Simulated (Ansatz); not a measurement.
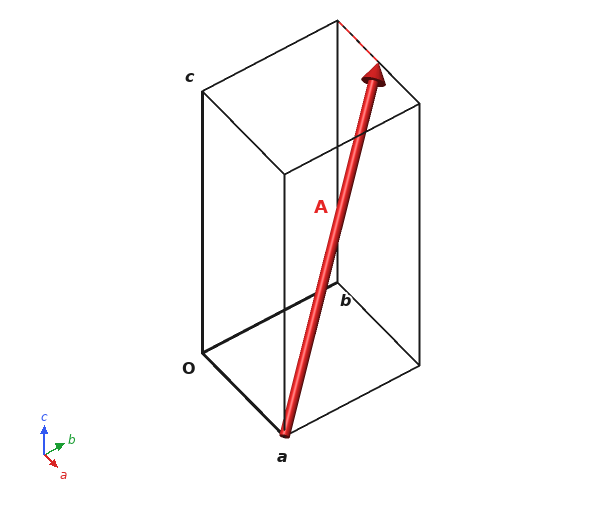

The arrow starts at a corner of the unit cell and ends on its surface; where a tip isn't a corner, dashed lines run from it parallel to the axes. Crystal: RuF₂, coordinates from a relaxation at fixed volume with DFT PBEsol, scalar-relativistic, plane waves, PAW (Ansatz); the starting structure was generated, so it need not be a known form of this composition. Symmetry computed with spglib at a tolerance of 0.002 Å; standard conventional cell.

a = 3.220 Å, b = 3.220 Å, c = 4.217 Å, α = 90.00°, β = 90.00°, γ = 120.00°.

**Index the direction.**

Arrow A runs from (1, 0, 0) to (1/2, 1, 1), so [−1 2 2], in four indices [−4 5 −1 6].

**How long is the vector ua + vb + wc?**

11.989 Å.

**In P-3m1 (No. 164), how many directions are equivalent to A (Laue class -3m, both senses counted)?**

12.
